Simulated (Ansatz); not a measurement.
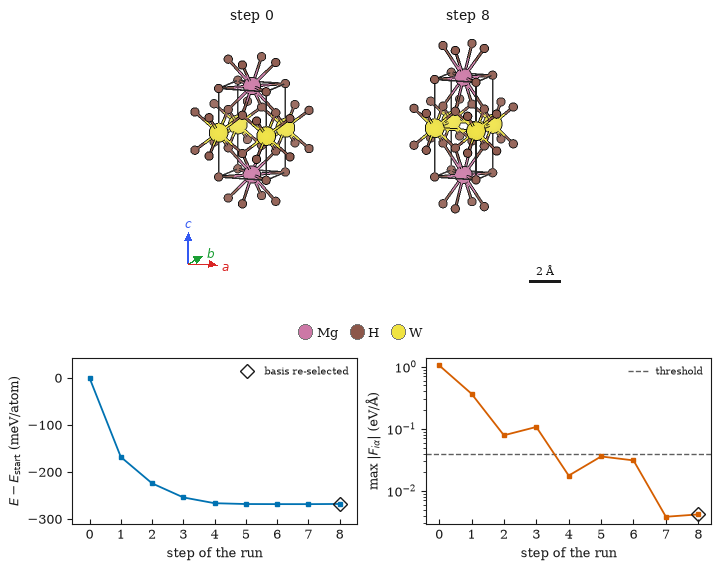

First and last geometry of a relaxation of solid MgH5W (a generated structure, set up in P4/mmm) (coarse preliminary run), with the history of the run. Style: ball-and-stick. Shown: the cell of the calculation, slightly off an axis.

Level of theory: DFT PBE, scalar-relativistic, plane waves, PAW (Ansatz 0.2.0). (plane-wave cutoff 420 eV; k-point mesh 6 × 6 × 4; occupations gaussian; smearing width 0.1 eV; no spin polarisation; cell and atoms relaxed; force threshold 0.04 eV/Å; at most 70 steps)

Did the run converge, and what did it change?

Answer. It converged. The largest moves relative to the cell, 0.17 Å, are those of H atoms. W and Mg stay in place. Cell: a = b 3.321 → 2.888 Å (−13.0 %), c 5.827 → 6.420 Å (+10.2 %). Volume −16.7 %. Some distances before and after: W–W 3.321 → 2.888 Å, H–Mg 2.348 → 2.042 Å, H–W 2.084 → 1.886 Å, H–Mg 2.344 → 2.464 Å. Among the angles between lasting bonds that change: W–H–W 105.7° → 99.9°. The space group stays P4/mmm (No. 123). After 7 accepted moves (8 points after the start) the energy has fallen by 268 meV per atom. Largest force component: 1.1 eV/Å at the start, 0.0042 eV/Å at the end. The pressure goes from −21.66 to −0.07 GPa. At 1 point the geometry stayed and the basis and grid were re-selected for the new cell (energy shift of 0.4 meV per atom at most each time).

| step | E − E(0), meV/atom | largest force component, eV/Å | pressure, GPa | volume, Å³/atom | note |
| --- | --- | --- | --- | --- | --- |
| 0 | 0.00 | 1.0563 | -21.66 | 9.181 |  |
| 1 | -167.93 | 0.3678 | -11.45 | 8.028 |  |
| 2 | -224.06 | 0.0787 | 0.51 | 7.287 |  |
| 3 | -253.98 | 0.1072 | 4.85 | 7.142 |  |
| 4 | -266.28 | 0.0176 | 2.71 | 7.350 |  |
| 5 | -268.04 | 0.0359 | 0.53 | 7.533 |  |
| 6 | -268.23 | 0.0310 | 0.28 | 7.642 |  |
| 7 | -268.27 | 0.0038 | -0.04 | 7.648 |  |
| 8 | -267.88 | 0.0042 | -0.07 | 7.648 | same geometry, new basis |
